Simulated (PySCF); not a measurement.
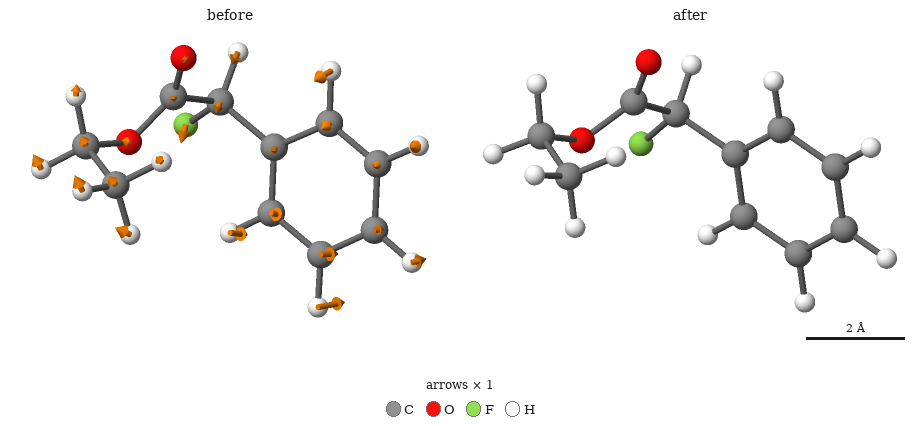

The structure of C₁₀H₁₁FO₂ before (left) and after (right) a relaxation, at one scale. The orange arrows give the displacements, at their true length.

A ball-and-stick model, seen at a tilt.

The start comes from GFN2-xTB. Its atoms were then displaced at random by about 0.01 Å.

Method: PBE0-D3(BJ)/def2-SVP geometry optimisation, gas phase in PySCF 2.14.0, density-fitted response routines. 

### Summarise the run.

After 14 geometry steps the energy has fallen by 25.9 kJ/mol. The largest move after the best rigid fit is that of an H atom, 0.79 Å. Largest moves by element: H 0.79 Å, C 0.51 Å, F 0.41 Å, O 0.18 Å. Some distances before and after: C–C 1.564 → 1.523 Å, C–C 1.355 → 1.392 Å, C–H 1.056 → 1.093 Å, C–H 1.071 → 1.100 Å. Among the angles between lasting bonds that change: O–C–O 129.3° → 125.6°, C–C–C 106.0° → 109.5°, H–C–H 105.4° → 108.8°. Groups turn about C–C by about 20°.
